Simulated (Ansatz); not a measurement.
**AsH+ (quartet): the correlation ladder at distance As1–H2 = 2.644 Å, cc-pVTZ**

Aim: climb from Hartree-Fock through coupled cluster and multireference methods for AsH+ (quartet) at one geometry and basis, and see what each rung misses.

Computed with Ansatz 0.2.0, Gaussian basis. Level: cc-pVTZ, core rule «outside noble gas», up to 14 orbitals frozen.

Plan: UHF; CCSD(T) on ROHF; CCSD(T) on UHF; BCCD(T) on ROHF; CISD; CCSDT(Q) on ROHF; CCSDT(Q) on UHF; CASSCF and MRCISD+Q, 5 electrons in 5 orbitals; CASSCF and NEVPT2, 5 electrons in 5 orbitals; Full CI.

26 further runs of the same task are left out: 22 that didn't finish, 4 set aside as unsound or not needed.

### Step 1. The geometry

The geometry derives from a PBE0/def2-TZVP stationary point (not a proven minimum). One bond is set to the value named and the two fragments are kept rigid. No spin-orbit coupling is included. The filled d shell of As may be among the frozen orbitals whatever the setting's name suggests; the logs give the count.

2 atoms, charge 1, spin multiplicity 4.

Atoms are counted from 1 here; the program's logs count them from 0.

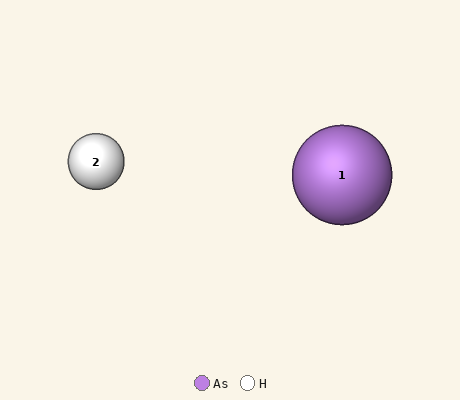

The structure; arsenic purple, hydrogen white; atoms are numbered from 1 in the order of the file.

Coordinates:

```xyz
2

As    0.00000    0.00000    0.00000
H     0.00000    0.00000    2.64400
```

### Step 2. UHF

Input file in.yaml:

```yaml
crystal:
  periodic: [false, false, false]
  atoms:
    - {symbol: As, position_ang: [0.000000, 0.000000, 0.000000]}
    - {symbol: H, position_ang: [0.000000, 0.000000, 2.644000]}
basis:
  gaussian: {orbitals: cc-pVTZ}
total_charge: 1
magnetization: {spin_polarized: true, initial_magnetization: 3}
hamiltonian: {xc: hf}
output: {orbitals: {seedname: orbitals}}
```

Run with:

```
> ansatz run in.yaml --threads 1 --pin off --events-out ev --progress --plain --max-ram 2393MiB
```

After this run come: CCSD(T) on ROHF; CCSD(T) on UHF; BCCD(T) on ROHF; CISD; CCSDT(Q) on ROHF; CCSDT(Q) on UHF; CASSCF and MRCISD+Q, 5 electrons in 5 orbitals; CASSCF and NEVPT2, 5 electrons in 5 orbitals; Full CI.

Before running them: what should the planned runs give, taken together? Wanted: FCI below the RHF energy; RMP2 from FCI; UMP2 from FCI; RCCSD from FCI; RCCSD(T) from FCI; UCCSD(T) from FCI; RCCSDT(Q) from FCI; UCCSDT(Q) from FCI; NEVPT2 valence from FCI.

As calculated:

| quantity | value |
| --- | --- |
| FCI below the RHF energy | -2.1582 eV |
| RMP2 from FCI | +11.61 kcal/mol |
| UMP2 from FCI | +11.46 kcal/mol |
| RCCSD from FCI | +1.62 kcal/mol |
| RCCSD(T) from FCI | +0.35 kcal/mol |
| UCCSD(T) from FCI | +0.06 kcal/mol |
| RCCSDT(Q) from FCI | 0.00 kcal/mol |
| UCCSDT(Q) from FCI | -0.30 kcal/mol |
| NEVPT2 valence from FCI | +10.27 kcal/mol |
| MRCISD+Q valence from FCI | +0.53 kcal/mol |
| levels within 1 kcal/mol (43 meV) | RCCSD(T), UCCSD(T), BCCD(T), RCCSDT, UCCSDT, RCCSDT(Q), UCCSDT(Q), MRCISD+Q valence |
| T1 diagnostic | 0.021 |
| effectively unpaired electrons | 3.02 |

In words: RCCSD(T) lands +0.35 kcal/mol from the yardstick (0.7 % of the correlation energy). UCCSDT, UCCSDT(Q) fall below full CI: unrestricted runs freeze a spin-polarised core, another one than full CI's, and coupled cluster isn't variational. One determinant dominates. Of the multireference levels listed MRCISD+Q valence comes nearest in total energy (+0.53 kcal/mol), which doesn't show that its space is the better one. These misses are within one basis, not against nature; the frozen cores of restricted and unrestricted runs differ, which can shift their rows.
